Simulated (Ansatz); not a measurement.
## SiH2O (oxosilane): methods side by side

SiH2O has 4 atoms, charge 0, and is taken as a singlet. As SMILES, `O=[SiH2]`. The shape was relaxed beforehand at wB97X-V/def2-SVP.

Quantity: the adiabatic ionisation energy (to the doublet cation, shapes relaxed at wB97X-V/def2-SVP, no zero-point term), in eV. The values are calculated.

| level | kind | program | value (eV) | less CCSD(T)/def2-TZVPP | CPU time (all runs) |
| --- | --- | --- | --- | --- | --- |
| SVWN5/def2-TZVPP | LDA | Ansatz | 10.87 | +0.37 | 1.9 s |
| BLYP/def2-TZVPP | GGA | Ansatz | 10.42 | -0.08 | 4.1 s |
| PBE/def2-TZVPP | GGA | Ansatz | 10.53 | +0.03 | 3.9 s |
| r2SCAN/def2-TZVPP | meta-GGA | Ansatz | 10.43 | -0.07 | 5.4 s |
| B2PLYP/def2-TZVPP | double hybrid | Ansatz | 10.56 | +0.06 | 5.2 s |
| RPA@PBE/def2-TZVPP | RPA | Ansatz | 10.71 | +0.21 | 6.8 s |
| MP2/def2-TZVPP | perturbation theory | Ansatz | 10.85 | +0.35 | 3 s |
| CCSD(T)/def2-TZVPP | coupled cluster or CI | Ansatz | 10.50 | 0.00 | 7.8 s |

Differences are taken from CCSD(T)/def2-TZVPP for orientation; it has basis-set and higher-order errors of its own. The values span 10.42 to 10.87 eV. In so small a basis fixed costs decide the times, and correlated methods can beat functionals. CPU times are rough (shared hosts, several kinds of processor and program).

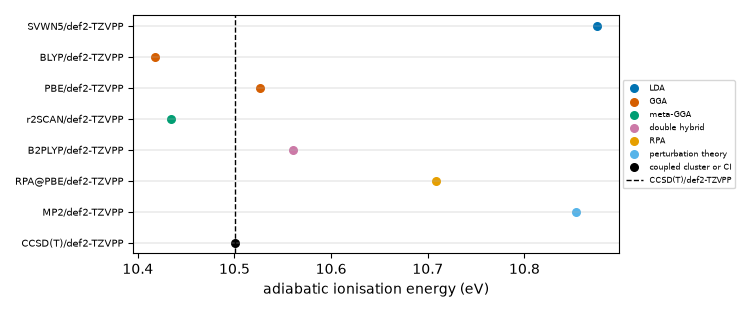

The values of the table, level by level.
